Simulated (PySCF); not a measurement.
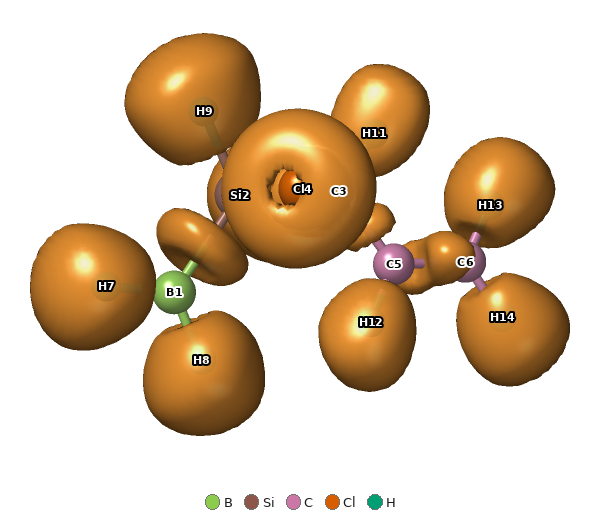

C$_{3}$H$_{8}$BClSi. Isosurface of the ELF at 0.8 (orange), seen across its widest extent. Only the valence region is drawn (cores and ρ < 0.01 e/Å³ removed).

Geometry: GFN2-xTB.

Level of theory: PySCF 2.14.0, wB97X-D/def2-SVPD, SCF density, gas phase.

```yaml
atoms:
  - { symbol: B, position_ang: [2.2220, -0.5447, -1.0455] }
  - { symbol: Si, position_ang: [0.9833, -1.0297, 0.3891] }
  - { symbol: C, position_ang: [-0.2309, 0.4587, 0.6913] }
  - { symbol: Cl, position_ang: [0.8182, 1.8718, 1.0875] }
  - { symbol: C, position_ang: [-1.0619, 0.7654, -0.4893] }
  - { symbol: C, position_ang: [-2.3506, 0.4830, -0.5822] }
  - { symbol: H, position_ang: [3.3775, -0.4985, -0.8744] }
  - { symbol: H, position_ang: [1.8369, -0.2869, -2.1197] }
  - { symbol: H, position_ang: [1.5268, -1.2864, 1.7339] }
  - { symbol: H, position_ang: [0.0717, -2.1606, 0.1244] }
  - { symbol: H, position_ang: [-0.8510, 0.2926, 1.5713] }
  - { symbol: H, position_ang: [-0.5397, 1.2216, -1.3195] }
  - { symbol: H, position_ang: [-2.8900, 0.0315, 0.2339] }
  - { symbol: H, position_ang: [-2.9128, 0.6818, -1.4779] }
```

Question: What do the ELF domains correspond to?

Answer: At this value the surface marks out one region between bonded B–Si atoms (shared pairs), two regions between bonded C–C atoms (shared pairs), one region between bonded C–Cl atoms (shared pairs), one region between bonded C–Si atoms (shared pairs), eight regions around hydrogen nuclei and one ring or bowl of non-bonding electrons around Cl.

Values along the shortest contacts:
C–C (1.32 Å): the ELF peaks at about 0.90 between the atoms: a multiple bond. C–Cl (1.80 Å): the ELF peaks at about 0.90 between the atoms: a shared electron pair.
